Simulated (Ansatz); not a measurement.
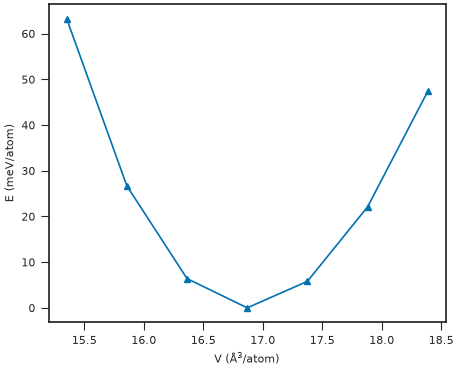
ZrCu in space group Cm (No. 8; Pearson symbol mS16) under volume change, PBEsol (plane waves, PAW; program Ansatz), shape and atoms relaxed at each volume.

### Question
What does a third-order Birch–Murnaghan fit give for V₀, B₀ and B′?

### Answer
V₀ = 16.87 Å³/atom, B₀ = 128 GPa, B′ = 3.8.

The first step of the workflow began from a Materials Project structure, measured or hypothetical; the Crystallography Open Database copy checked does not list it. Whether it is the stable phase at ambient conditions was not checked. Symmetry was held in the PBEsol relaxation. At this level the phase is dynamically unstable (imaginary phonons). No spin polarisation was allowed.

Potentials: the later of the program's two PAW sets.
